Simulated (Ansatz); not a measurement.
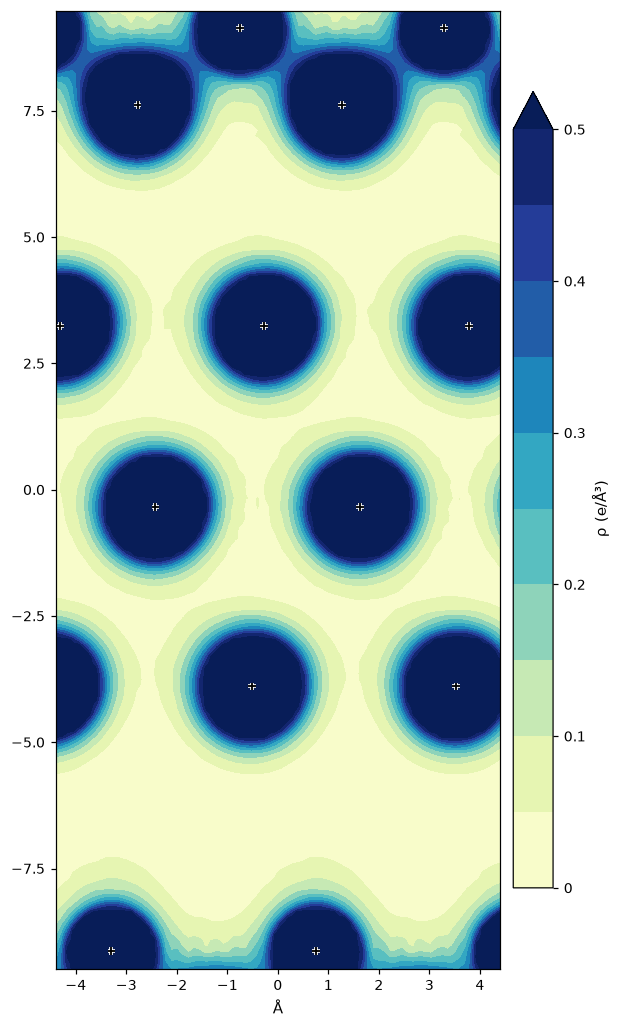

The valence pseudo-density on a plane through atoms (crosses mark nuclei in the plane).

These are results of DFT PBE, scalar-relativistic, plane waves, PAW in Ansatz, not measurements.

Candidates:
A. ZnSe$_{4}$, a = 4.05 Å, b = 3.94 Å, c = 18.33 Å, α = 90.00°, β = 94.71°, γ = 90.00°. Space group P2₁/m; a generated structure, not necessarily the stable one.
B. Mg$_{3}$Sn$_{2}$N$_{2}$, a = 3.27 Å, b = 3.27 Å, c = 13.20 Å, α = 90.00°, β = 90.00°, γ = 120.00°. Space group P-3m1; a generated structure, not necessarily the stable one.
C. HfNb$_{3}$O$_{3}$, a = 6.79 Å, b = 6.79 Å, c = 5.62 Å, α = 90.00°, β = 126.65°, γ = 90.00°. Space group Cm; a structure from a database of computed crystals, not necessarily the ambient phase; a generated structure, not necessarily the stable one; computed without spin polarisation.

**Which system is this?**

Candidate A: ZnSe$_{4}$ on the (010) plane of the conventional cell, which holds Zn and Se. Zn–Se (2.53 Å): ρ at the midpoint is about 0.4 e/Å³.
